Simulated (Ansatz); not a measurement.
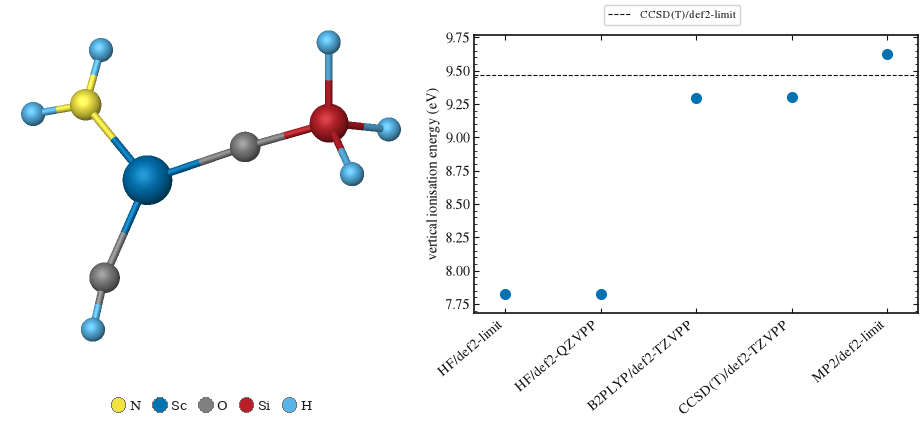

Vertical ionisation energy of ScSiNH₆O₂, SMILES [NH2][Sc]([OH])[O][SiH3], singlet, taken as the energy of the cation less that of the neutral at fixed geometry (unrestricted doublet cation, cores frozen in correlated methods, no spin-orbit coupling), the Ansatz code 0.2.0, at a PBE0-D4/def2-TZVP geometry (a minimum by its frequencies). Limit means an estimate of the basis limit from triple and quadruple zeta; for coupled cluster it is either extrapolated directly or built as the MP2 limit plus the step from MP2 in triple zeta. B2PLYP/def2-TZVPP holds a correlation term that converges slowly with the basis, so part of the distance to the limit is basis error. The distance of CCSD(T)/def2-TZVPP to the limit includes basis error.

Q: What range do the values span, the line included?

A: From 7.83 eV (HF/def2-limit) to 9.62 eV (MP2/def2-limit).

Q: Give the values.

A:
```
             level    eV  less CCSD(T)/def2-limit
     HF/def2-limit  7.83                    −1.64
     HF/def2-QZVPP  7.83                    −1.64
 B2PLYP/def2-TZVPP  9.30                    −0.17
CCSD(T)/def2-TZVPP  9.30                    −0.16
    MP2/def2-limit  9.62                     0.16
CCSD(T)/def2-limit  9.47                     0.00
```

Limits of at least one run: no scalar relativity up to krypton; one conformer of a flexible molecule; outer-core shells are correlated without core-valence functions, which makes the correlated values less sure.
